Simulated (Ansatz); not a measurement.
C2H6BF2N

Input file:

```
crystal:
  periodic: [false, false, false]
  atoms:
    - {symbol: C, position_ang: [-0.660004, -0.879709, -0.803097]}
    - {symbol: N, position_ang: [-0.045030, 0.146605, 0.003790]}
    - {symbol: C, position_ang: [1.070789, -0.301012, 0.802017]}
    - {symbol: B, position_ang: [-0.492855, 1.465015, 0.011348]}
    - {symbol: F, position_ang: [0.091503, 2.396705, 0.765269]}
    - {symbol: F, position_ang: [-1.526357, 1.855763, -0.735050]}
    - {symbol: H, position_ang: [0.063966, -1.310434, -1.504348]}
    - {symbol: H, position_ang: [-1.489036, -0.464805, -1.373582]}
    - {symbol: H, position_ang: [-1.042042, -1.692876, -0.175232]}
    - {symbol: H, position_ang: [1.478086, 0.527258, 1.379051]}
    - {symbol: H, position_ang: [1.866447, -0.707259, 0.166948]}
    - {symbol: H, position_ang: [0.761533, -1.090351, 1.496786]}
basis:
  gaussian: {orbitals: def2-TZVPP}
hamiltonian: {xc: pbe0, dispersion: d4}
output: {orbitals: {seedname: orbitals}}
```

Command:

```sh
ansatz run in.yaml --threads 4 --pin off --events-out ev --progress --plain --max-ram 10444MiB
```

Geometry: PBE0-D4/def2-TZVP.

Theory: RKS PBE0-D4/def2-TZVPP (Ansatz 0.2.0).

What can the converged electron density and electron localisation function tell about the bonding?

B–F (1.33 Å): the density is about 2.1 e/Å³ at the midpoint; the ELF peaks at about 0.85 between the atoms, as expected for a polar covalent bond.
B–N (1.39 Å): ρ at the midpoint is about 2 e/Å³; the ELF peaks at about 0.95 between the atoms; a polar covalent bond.
C–N (1.44 Å): ρ is about 2 e/Å³ halfway; the ELF peaks at about 0.90 between the atoms: localised, covalent bonding.
C–H (1.09 Å): ρ is about 2 e/Å³ halfway; the ELF climbs to about 1 towards the hydrogen, as it does in any bond to H (a covalent bond by its length).

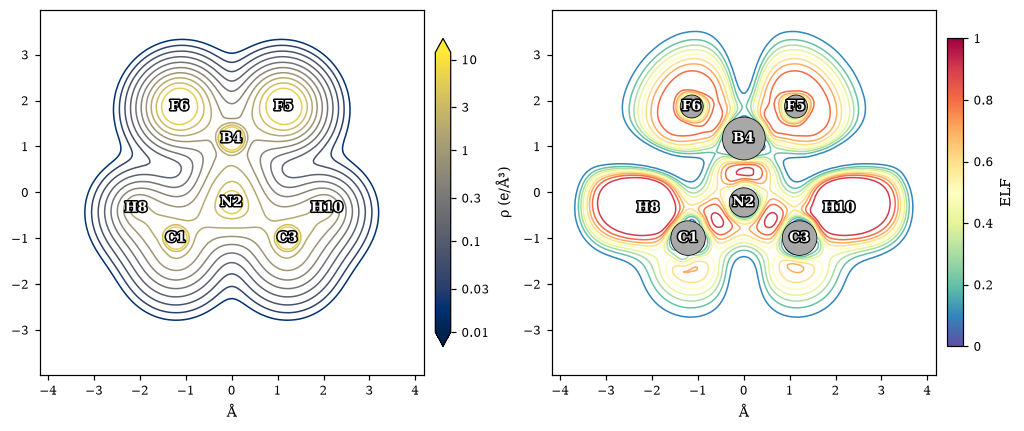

Computed electron density and electron localisation function on the plane of atoms N2, C1 and H8, in this order. Grey discs cover the atomic cores in the ELF map. 
